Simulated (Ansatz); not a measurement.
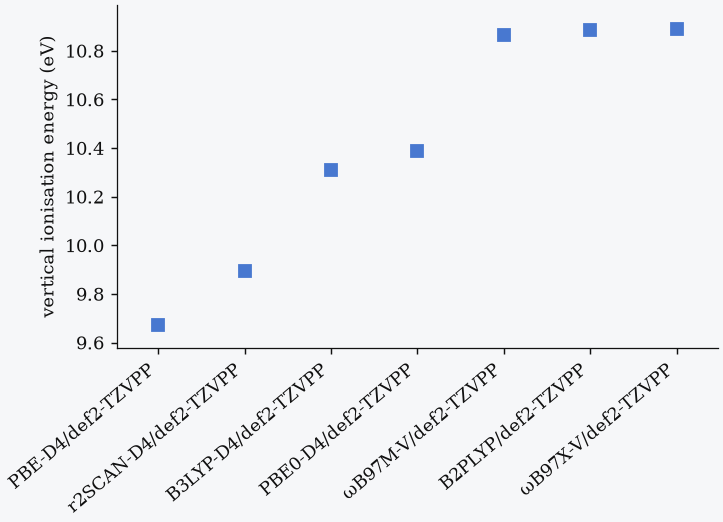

Vertical ionisation energy of C₄H₈F₂O₂Si₂, SMILES CO[Si@H](F)C#C[Si@@H](F)OC, taken as the energy of the cation less that of the neutral at fixed geometry (unrestricted doublet cation, cores frozen in correlated methods, no spin-orbit coupling), the Ansatz code, at a PBE0-D4/def2-TZVP geometry (no frequency check).

What range do the values span?

Answer. From 9.67 eV (PBE-D4/def2-TZVPP) to 10.89 eV (ωB97X-V/def2-TZVPP).

Give the values.

Answer.
| level | eV |
| --- | --- |
| PBE-D4/def2-TZVPP | 9.67 |
| r2SCAN-D4/def2-TZVPP | 9.89 |
| B3LYP-D4/def2-TZVPP | 10.31 |
| PBE0-D4/def2-TZVPP | 10.39 |
| ωB97M-V/def2-TZVPP | 10.86 |
| B2PLYP/def2-TZVPP | 10.89 |
| ωB97X-V/def2-TZVPP | 10.89 |

Caveats, for all or some of the runs: one conformer of a flexible molecule.
